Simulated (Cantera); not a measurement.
A closed system holds: 1 mol Ti, a varied amount of CH4, held at 2148.15 K and 10.0 Torr.

These are equilibrium values from Cantera (NASA tables, ideal gas, pure condensed phases), not measurements of a reactor. Candidate condensed phases: C, C6H6, C7H8, C8H18, Ti, TiC; 77 gas species. Mutual solubility and eutectic melting of coexisting phases are not modelled. TiC: taken at fixed stoichiometry. Condensed phases not in the tables: N, O or C dissolved in the metal. Kinetics and transport are ignored.

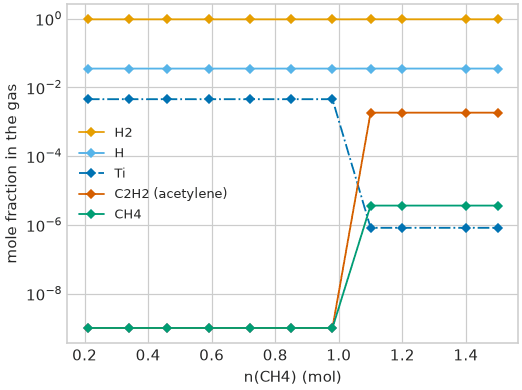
Figure: Equilibrium gas composition (values under 1e-9 drawn at 1e-9)

From 0.21 mol CH4 to 0.98 mol CH4 the condensed part is Ti(l) + TiC(s). From 1.1 mol CH4 to 1.5 mol CH4 the condensed part is C(graphite) + TiC(s). The main Ti-bearing gas is Ti throughout.
